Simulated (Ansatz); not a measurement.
## Polymorphs of Mg$_{2}$Ti

4 relaxations of Mg2Ti ended in 4 distinct structures. Method: PBEsol (plane waves to 420 eV, PAW, scalar-relativistic; Ansatz, an electronic-structure program).

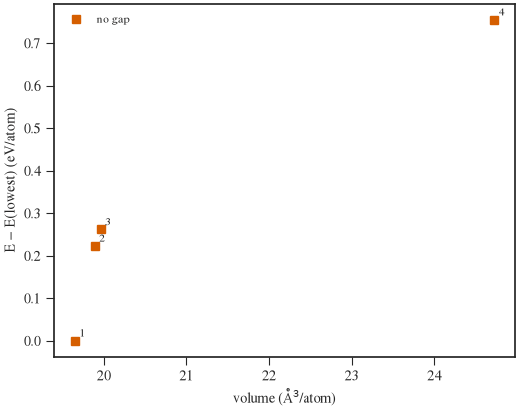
Figure: Energy against volume of the distinct structures, numbered as in the table

```csv
#,space group,Pearson,type,E − E(lowest) (eV/atom),V (Å³/atom),coordination,runs ending here
1,I4/mmm,tI6,–,0.00,19.65,–,1
2,Fddd,oF24,–,0.22,19.89,–,1
3,Fd-3m,cF24,cubic Laves (MgCu2 type),0.26,19.96,"Ti 16, Mg 6+6",1
4,Fm-3m,cF12,–,0.76,24.72,–,1
```

Coordination numbers (neighbours up to the widest gap in distance over summed covalent radii, below 1.35; n+m marks a second, longer set). All are gapless at this level. I4/mmm, tI6 is the lowest of the structures calculated here.

```cif
data_Mg4Ti2
_chemical_formula_sum 'Ti2 Mg4'
_space_group_name_H-M_alt 'I4/mmm'
_space_group_IT_number 139
_space_group_name_Hall '-I 4 2'
_cell_length_a 3.00712
_cell_length_b 3.00712
_cell_length_c 13.03728
_cell_angle_alpha 90.000
_cell_angle_beta 90.000
_cell_angle_gamma 90.000
loop_
_atom_site_label
_atom_site_type_symbol
_atom_site_symmetry_multiplicity
_atom_site_Wyckoff_symbol
_atom_site_fract_x
_atom_site_fract_y
_atom_site_fract_z
_atom_site_occupancy
Ti1 Ti 2 a 0.00000 0.00000 0.00000 1
Mg1 Mg 4 e 0.00000 0.00000 0.33999 1
```
(The calculation used a cell of 3 atoms; values per cell refer to that cell.)

Each run could gain symmetry but not lose that of its start, so entries can be saddle points. All of these are generated cells (placed on structure types, drawn at random, substituted or restacked) that were not matched to a known phase here. The real structure of this composition may not be among these, and whether this composition forms is not checked here. Energies are at zero temperature and pressure, without zero-point motion. No spin polarisation in the result. A magnetic state may lie lower.
